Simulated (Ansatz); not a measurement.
## CH₁₀O₂Si: geometry relaxation (part 1 of 2)

System: CH₁₀O₂Si.
Method: UKS B3LYP-D4/def2-SVP (Ansatz 0.2.0).

The input holds or restrains some coordinates. Forces given for the steps count only the free coordinates. It belongs to a series of runs on one base structure; here: pulled along the bonds that form and break, towards end A. Figures and captions count atoms from 1; the log counts them from 0 in places.

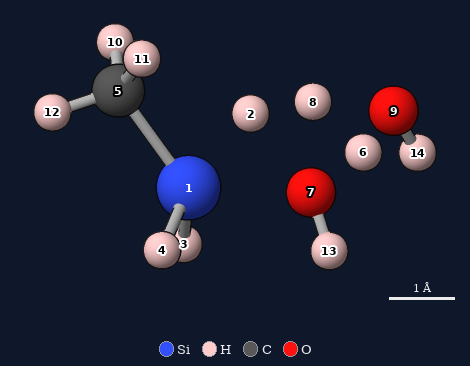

**Figure 1.** The structure as given in the input (ball-and-stick view, seen at a tilt; atoms are numbered from 1 in the order of the input). Bond lengths as drawn: C–H 1.08 to 1.09 Å, C–Si 1.90 Å, H–O 0.95 to 0.96 Å and H–Si 1.47 to 1.49 Å.

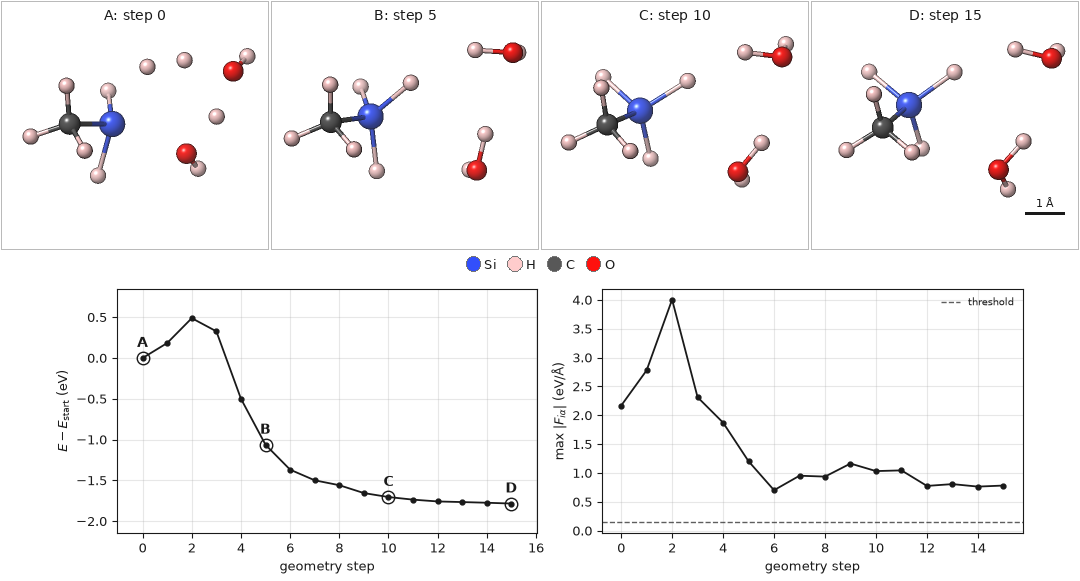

**Figure 2.** Frames of the restrained relaxation (ball-and-stick view, seen at a tilt) above the curves, on which the letters mark them (the first geometry is step 0 here and step 1 in the log).

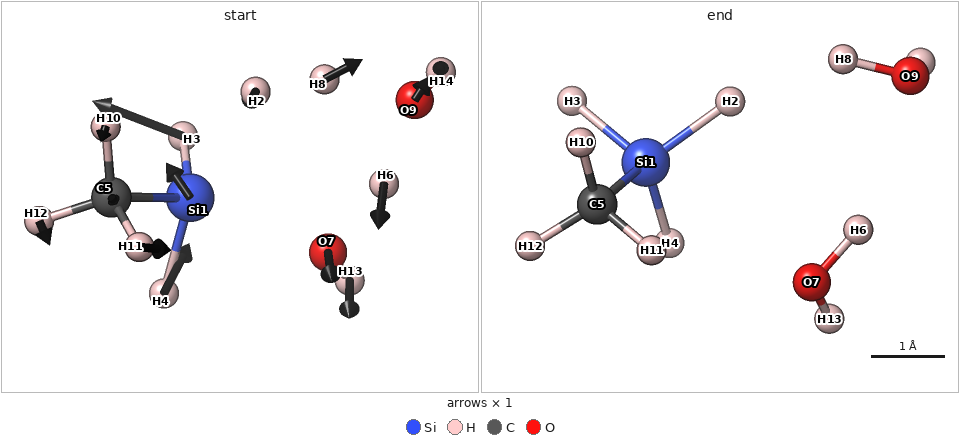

**Figure 3.** Before (left) and after (right) the restrained relaxation, at one scale (ball-and-stick view, seen at a tilt). The black arrows give the displacements, at true length. The atom that moves furthest after the best rigid fit is H3 (1.38 Å). Largest moves by element: H 1.38 Å, O 0.87 Å, Si 0.63 Å, C 0.17 Å. Distances before and after: Si1–H2 1.876 → 1.450 Å, H6–O7 1.276 → 0.970 Å, Si1–H3 1.466 → 1.500 Å, C5–H10 1.085 → 1.102 Å. New bonds form: H6–O7 (1.28 → 0.97 Å), H8–O9 (1.28 → 0.97 Å), Si1–H2 (1.88 → 1.45 Å). Among the angles that change: H3–Si1–C5 128.5° → 109.6°, H4–Si1–C5 100.7° → 113.5°, H3–Si1–H4 100.4° → 106.7°. Over 15 geometry steps the energy falls by 1.784 eV. The largest force component goes from 2.2 to 0.78 eV/Å. (Atoms are counted from 1 in the order of the input.)

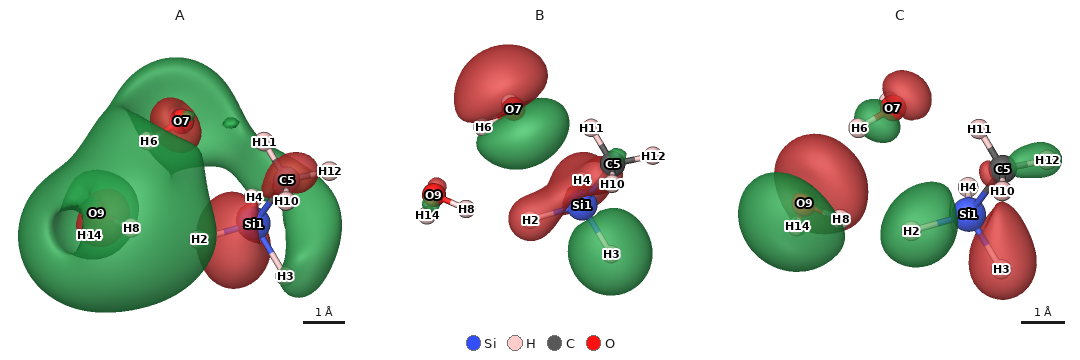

**Figure 4.** Three frontier orbitals at ±0.06 Å⁻³ᐟ² (green and red are the two phases). C is the HOMO−1 (α) (−8.63 eV). B is the HOMO (α) (−8.08 eV). A is the LUMO (α) (0.60 eV). By Hirshfeld shares it lies mainly on H14 (20 %), O9 (15 %), H8 (15 %) and Si1 (15 %). The HOMO–LUMO gap is 8.68 eV between the orbital energies.

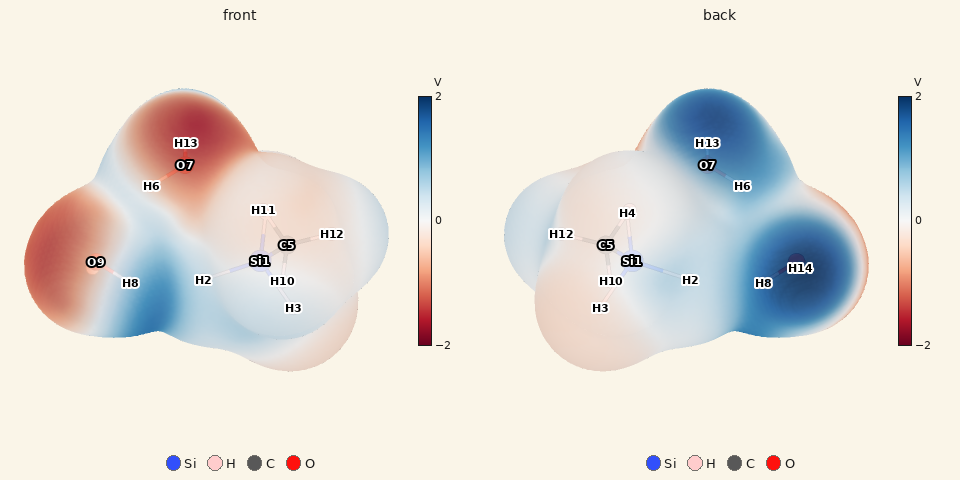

**Figure 5.** The electrostatic potential painted on the density surface at 0.001 e/bohr³, seen at a tilt and from behind; the colour scale runs from red (negative) to blue (positive).

The input and output of the run follow.

### Input file
```yaml
crystal:
  periodic: [false, false, false]
  atoms:
    - { symbol: Si, position_ang: [-0.6002, -0.1737, -0.7731] }
    - { symbol: H, position_ang: [0.9675, -0.7062, 0.109] }
    - { symbol: H, position_ang: [-0.8052, -1.6141, -0.957] }
    - { symbol: H, position_ang: [-1.9636, 0.3373, -1.1118] }
    - { symbol: C, position_ang: [0.4806, 1.0061, -1.7927] }
    - { symbol: H, position_ang: [-0.0935, -0.0652, 1.9247] }
    - { symbol: O, position_ang: [-1.0207, 0.3822, 1.1709] }
    - { symbol: H, position_ang: [1.1914, -0.7719, 1.063] }
    - { symbol: O, position_ang: [0.9564, -0.6713, 2.3197] }
    - { symbol: H, position_ang: [1.5082, 0.672, -1.8892] }
    - { symbol: H, position_ang: [0.4965, 1.9972, -1.3497] }
    - { symbol: H, position_ang: [0.0677, 1.1022, -2.7926] }
    - { symbol: H, position_ang: [-1.8671, 0.041, 1.4478] }
    - { symbol: H, position_ang: [0.6821, -1.5358, 2.6311] }
magnetization:
  spin_polarized: true
basis:
  gaussian: { orbitals: def2-SVP }
hamiltonian:
  xc: b3lyp
  dispersion: d4
relax:
  f_tol: 0.15
  max_steps: 25
  restrain:
    - { distance: [0, 6], at: 3.07, k: 30.0 }
    - { distance: [5, 8], at: 2.27, k: 30.0 }
    - { distance: [7, 1], at: 1.92, k: 30.0 }
    - { distance: [0, 1], at: 1.42, k: 30.0 }
    - { distance: [5, 6], at: 0.97, k: 30.0 }
    - { distance: [7, 8], at: 0.97, k: 30.0 }
output:
  orbitals: {}
```

Launched with:
```bash
ansatz run input.yaml --threads 4 --pin off --max-ram 5120MiB --backend cpu --events-out ev --progress --plain --runs-dir out
```

### Output
```
The last accepted step is kept in [file] (removed where the run ends without a failure and the disk answers)
Engine: ansatz 0.2.0, aarch64-unknown-linux-gnu
Functional definition: B3LYP
  parameter a0 = 0.2
  parameter ax = 0.72
  parameter ac = 0.81
  exchange = (1 - a0 - ax)*slater_x + ax*b88_x + a0*exact_x
  correlation = (1 - ac)*vwn_rpa_c + ac*lyp_c
1168 factors; integrals over basis functions are off by at most 6.3e-4 eV
mean field evaluation 1: about -13153.6734 eV, gradient 5.2e1 eV
mean field evaluation 2: about -13139.3760 eV, gradient 7.8e1 eV
mean field evaluation 4: about -13164.1616 eV, gradient 3.5e0 eV
mean field evaluation 8: about -13164.2331 eV, gradient 2.6e-1 eV
mean field evaluation 16: about -13164.2333 eV, gradient 5.8e-5 eV
mean field -13164.23334063 eV, -483.7766522304 hartree, gradient 5.8e-5 eV, S^2 0.000000; 0 other end points of the search recorded, 0 dependent functions left out
the calculation of the forces begins
reference -13164.23360709 eV, -483.7766620227 hartree; 23, 23 occupied and 87, 87 virtual orbitals, 1168 factors
relax step   1: F+E_penalty+E_count = -13164.60925391 eV  Δ(F+E_penalty+E_count) = +0.000e0 eV  max|allowed force component| = 2.168e0 eV/Å  E_restraint = 49.17624868 eV  max|allowed force component, restraints' pulls added| = 3.691e1 eV/Å  Δτ_max = 0.0000 Å  (27 SCF iters, accepted)
  distance Si 0 - O 6 = 2.0652 Å
  distance H 5 - O 8 = 1.2750 Å
  distance H 7 - H 1 = 0.9821 Å
  distance Si 0 - H 1 = 1.8760 Å
  distance H 5 - O 6 = 1.2760 Å
  distance H 7 - O 8 = 1.2824 Å
these checks for a lower state are left out or cut short: starts, cluster_reference, orbital_swaps, neighbouring_geometries, increment
1169 factors; integrals over basis functions are off by at most 7.3e-4 eV
mean field -13164.08733914 eV, -483.7712867745 hartree, gradient 4.7e-5 eV, S^2 0.000000; 0 other end points of the search recorded, 0 dependent functions left out
[... from here on the field's lines of each further geometry are left out, up to the last ...]
relax step   2: F+E_penalty+E_count = -13164.42539475 eV  Δ(F+E_penalty+E_count) = +1.839e-1 eV  max|allowed force component| = 2.780e0 eV/Å  E_restraint = 23.66835385 eV  max|allowed force component, restraints' pulls added| = 2.484e1 eV/Å  Δτ_max = 0.1927 Å  (30 SCF iters, accepted)
relax step   3: F+E_penalty+E_count = -13164.12059857 eV  Δ(F+E_penalty+E_count) = +3.048e-1 eV  max|allowed force component| = 4.005e0 eV/Å  E_restraint = 5.96881614 eV  max|allowed force component, restraints' pulls added| = 8.938e0 eV/Å  Δτ_max = 0.1956 Å  (31 SCF iters, accepted)
relax step   4: F+E_penalty+E_count = -13164.28203964 eV  Δ(F+E_penalty+E_count) = -1.614e-1 eV  max|allowed force component| = 2.314e0 eV/Å  E_restraint = 0.93450814 eV  max|allowed force component, restraints' pulls added| = 4.301e0 eV/Å  Δτ_max = 0.1948 Å  (29 SCF iters, accepted)
relax step   5: F+E_penalty+E_count = -13165.10824668 eV  Δ(F+E_penalty+E_count) = -8.262e-1 eV  max|allowed force component| = 1.874e0 eV/Å  E_restraint = 0.01899134 eV  max|allowed force component, restraints' pulls added| = 1.082e0 eV/Å  Δτ_max = 0.1922 Å  (28 SCF iters, accepted)
relax step   6: F+E_penalty+E_count = -13165.67251426 eV  Δ(F+E_penalty+E_count) = -5.643e-1 eV  max|allowed force component| = 1.204e0 eV/Å  E_restraint = 0.01688420 eV  max|allowed force component, restraints' pulls added| = 7.010e-1 eV/Å  Δτ_max = 0.1945 Å  (28 SCF iters, accepted)
relax step   7: F+E_penalty+E_count = -13165.97755835 eV  Δ(F+E_penalty+E_count) = -3.050e-1 eV  max|allowed force component| = 7.029e-1 eV/Å  E_restraint = 0.02850666 eV  max|allowed force component, restraints' pulls added| = 6.080e-1 eV/Å  Δτ_max = 0.1961 Å  (28 SCF iters, accepted)
relax step   8: F+E_penalty+E_count = -13166.10778071 eV  Δ(F+E_penalty+E_count) = -1.302e-1 eV  max|allowed force component| = 9.536e-1 eV/Å  E_restraint = 0.01815286 eV  max|allowed force component, restraints' pulls added| = 4.979e-1 eV/Å  Δτ_max = 0.2000 Å  (27 SCF iters, accepted)
relax step   9: F+E_penalty+E_count = -13166.16793183 eV  Δ(F+E_penalty+E_count) = -6.015e-2 eV  max|allowed force component| = 9.383e-1 eV/Å  E_restraint = 0.02995744 eV  max|allowed force component, restraints' pulls added| = 1.495e0 eV/Å  Δτ_max = 0.1933 Å  (28 SCF iters, accepted)
relax step  10: F+E_penalty+E_count = -13166.26432916 eV  Δ(F+E_penalty+E_count) = -9.640e-2 eV  max|allowed force component| = 1.164e0 eV/Å  E_restraint = 0.01558353 eV  max|allowed force component, restraints' pulls added| = 3.416e-1 eV/Å  Δτ_max = 0.2000 Å  (28 SCF iters, accepted)
relax step  11: F+E_penalty+E_count = -13166.31279798 eV  Δ(F+E_penalty+E_count) = -4.847e-2 eV  max|allowed force component| = 1.034e0 eV/Å  E_restraint = 0.02033644 eV  max|allowed force component, restraints' pulls added| = 6.002e-1 eV/Å  Δτ_max = 0.1968 Å  (28 SCF iters, accepted)
relax step  12: F+E_penalty+E_count = -13166.34484561 eV  Δ(F+E_penalty+E_count) = -3.205e-2 eV  max|allowed force component| = 1.046e0 eV/Å  E_restraint = 0.01231909 eV  max|allowed force component, restraints' pulls added| = 2.735e-1 eV/Å  Δτ_max = 0.1597 Å  (27 SCF iters, accepted)
relax step  13: F+E_penalty+E_count = -13166.36687244 eV  Δ(F+E_penalty+E_count) = -2.203e-2 eV  max|allowed force component| = 7.769e-1 eV/Å  E_restraint = 0.01309400 eV  max|allowed force component, restraints' pulls added| = 2.633e-1 eV/Å  Δτ_max = 0.1372 Å  (28 SCF iters, accepted)
relax step  14: F+E_penalty+E_count = -13166.37457464 eV  Δ(F+E_penalty+E_count) = -7.702e-3 eV  max|allowed force component| = 8.084e-1 eV/Å  E_restraint = 0.01316104 eV  max|allowed force component, restraints' pulls added| = 2.016e-1 eV/Å  Δτ_max = 0.0460 Å  (26 SCF iters, accepted)
relax step  15: F+E_penalty+E_count = -13166.38278078 eV  Δ(F+E_penalty+E_count) = -8.206e-3 eV  max|allowed force component| = 7.651e-1 eV/Å  E_restraint = 0.01431269 eV  max|allowed force component, restraints' pulls added| = 7.651e-1 eV/Å  Δτ_max = 0.1950 Å  (28 SCF iters, accepted)
the calculation of the forces begins
reference -13166.08961173 eV, -483.8448689350 hartree; 23, 23 occupied and 87, 87 virtual orbitals, 1168 factors
relax step  16: F+E_penalty+E_count = -13166.39276743 eV  Δ(F+E_penalty+E_count) = -9.987e-3 eV  max|allowed force component| = 7.833e-1 eV/Å  E_restraint = 0.01469389 eV  max|allowed force component, restraints' pulls added| = 4.055e-2 eV/Å  Δτ_max = 0.0764 Å  (25 SCF iters, accepted)
  distance Si 0 - O 6 = 3.0724 Å
  distance H 5 - O 8 = 2.2613 Å
  distance H 7 - H 1 = 1.9211 Å
  distance Si 0 - H 1 = 1.4499 Å
  distance H 5 - O 6 = 0.9703 Å
  distance H 7 - O 8 = 0.9693 Å
1168 factors; integrals over basis functions are off by at most 1.0e-3 eV
mean field evaluation 128: about -13166.0893 eV, gradient 1.1e-3 eV
mean field -13166.08933869 eV, -483.8448589009 hartree, gradient 6.6e-5 eV, S^2 0.000000; 1 other end points of the search recorded, 0 dependent functions left out
the calculation of the forces begins
reference -13166.08961173 eV, -483.8448689350 hartree; 23, 23 occupied and 87, 87 virtual orbitals, 1168 factors
Total energy: -13166.39304047 eV, -483.8560197355 hartree
Atom 0 at    -0.386786    -0.648690    -1.139423 Å, force    -0.394977     0.277573    -0.783260 eV/Å
Atom 1 at     0.331900    -1.181174     0.001762 Å, force     0.405572    -0.318078     0.685975 eV/Å
Atom 2 at    -0.229747    -1.670602    -2.225903 Å, force    -0.010085     0.005026     0.006291 eV/Å
Atom 3 at    -1.840732    -0.587755    -0.814389 Å, force    -0.002251     0.000368     0.005194 eV/Å
Atom 4 at     0.321810     0.995934    -1.712419 Å, force    -0.008058    -0.004857    -0.005990 eV/Å
Atom 5 at    -0.263070     0.682881     1.889506 Å, force     0.145086    -0.180874     0.093247 eV/Å
Atom 6 at    -0.802683     1.205166     1.275114 Å, force     0.022641     0.034693     0.033317 eV/Å
Atom 7 at     1.403167    -0.980616     1.583736 Å, force     0.041565    -0.016903     0.039878 eV/Å
Atom 8 at     1.144963    -0.971253     2.517933 Å, force    -0.159924     0.211685    -0.098261 eV/Å
Atom 9 at     1.395663     0.901022    -1.941495 Å, force    -0.001858    -0.005058     0.003906 eV/Å
Atom 10 at     0.185372     1.738217    -0.914133 Å, force    -0.000557     0.016866     0.000152 eV/Å
Atom 11 at    -0.186974     1.345902    -2.625036 Å, force    -0.008433    -0.000102     0.012234 eV/Å
Atom 12 at    -1.710023     0.960614     1.498557 Å, force    -0.013560    -0.009871    -0.001573 eV/Å
Atom 13 at     0.637243    -1.789845     2.606290 Å, force    -0.015161    -0.010469     0.008891 eV/Å
Dipole moment:    -0.153497    -0.321433     0.105453 e Å
```

### Trajectory as extended XYZ (Å, eV, eV/Å), 16 frames, from step=1 to step=16
```
14
Properties=species:S:1:pos:R:3:forces:R:3 step=1 energy=-13164.60925
Si   -0.6002   -0.1737   -0.7731   -0.2521   1.2151   1.9678
H     0.9675   -0.7062    0.1090    0.1147   0.0298  -0.3045
H    -0.8052   -1.6141   -0.9570    0.2129  -0.4746  -0.2753
H    -1.9636    0.3373   -1.1118   -0.2944   0.0926  -0.0235
C     0.4806    1.0061   -1.7927   -0.0701  -0.7850   0.1554
H    -0.0935   -0.0652    1.9247    0.4027  -0.4962  -0.0915
O    -1.0207    0.3822    1.1709    2.1676  -0.6112  -1.1742
H     1.1914   -0.7719    1.0630   -0.5043   0.0282   0.3928
O     0.9564   -0.6713    2.3197   -0.8479   1.3999  -0.7252
H     1.5082    0.6720   -1.8892    0.5153  -0.2027   0.0468
H     0.4965    1.9972   -1.3497   -0.1396   0.4460   0.3798
H     0.0677    1.1022   -2.7926   -0.3681   0.0764  -0.5048
H    -1.8671    0.0410    1.4478   -0.7769  -0.1917   0.0844
H     0.6821   -1.5358    2.6311   -0.1598  -0.5267   0.0719
```
